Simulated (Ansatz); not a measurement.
Input file:

```
crystal:
  periodic: [false, false, false]
  atoms:
    - { symbol: "N", position_ang: [-0.8622, 2.1085, 0.542] }
    - { symbol: Si, position_ang: [-0.6706, 0.479, 0.5973] }
    - { symbol: C, position_ang: [-0.9031, -0.3523, -1.1017] }
    - { symbol: Si, position_ang: [0.4743, -1.7048, -0.6724] }
    - { symbol: Si, position_ang: [1.5111, -0.2378, 0.6475] }
    - { symbol: H, position_ang: [-0.7231, 2.6101, 1.4269] }
    - { symbol: H, position_ang: [-0.2701, 2.6048, -0.1423] }
    - { symbol: H, position_ang: [-1.4735, -0.0785, 1.6594] }
    - { symbol: H, position_ang: [-1.8709, -0.7184, -1.2448] }
    - { symbol: H, position_ang: [-0.5514, 0.2713, -1.9057] }
    - { symbol: H, position_ang: [-0.2129, -2.8417, 0.113] }
    - { symbol: H, position_ang: [1.19, -2.1681, -1.8362] }
    - { symbol: H, position_ang: [1.9314, -0.7046, 1.9728] }
    - { symbol: H, position_ang: [2.4181, 0.7031, -0.027] }
basis:
  gaussian:
    orbitals: cc-pVDZ
hamiltonian:
  xc:
    name: wB97X-V
output:
  orbitals: {}
```

Launched as:

```sh
python
```

All numbers below come from SCF wB97X-V, Gaussian basis in Ansatz.

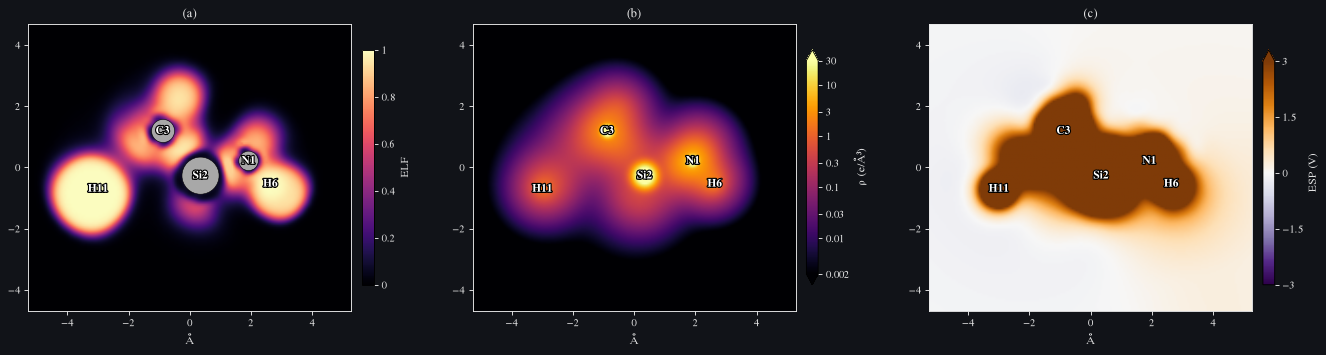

CH9NSi3 (SMILES N[SiH]1C[SiH2][SiH2]1). (a) ELF; (b) total electron density; (c) molecular electrostatic potential on the plane of atoms N1, Si2 and C3. Grey discs cover the atomic cores in the ELF map.

What does the map show?

- The section cuts through N, Si, C and H sites.
- Si–N (1.64 Å): the density is about 1.2 e/Å³ at the midpoint; the ELF peaks at about 0.90 between the atoms (a short, strongly polar bond).
- C–Si (1.91 Å): ρ is about 0.89 e/Å³ halfway; the ELF peaks at about 0.95 between the atoms, as expected for localised, covalent bonding.
- N–H (1.03 Å): the density is about 2.7 e/Å³ at the midpoint; the ELF climbs to about 1 towards the hydrogen, as it does in any bond to H; an ordinary covalent bond to hydrogen.
- The potential has no marked negative region in this plane.
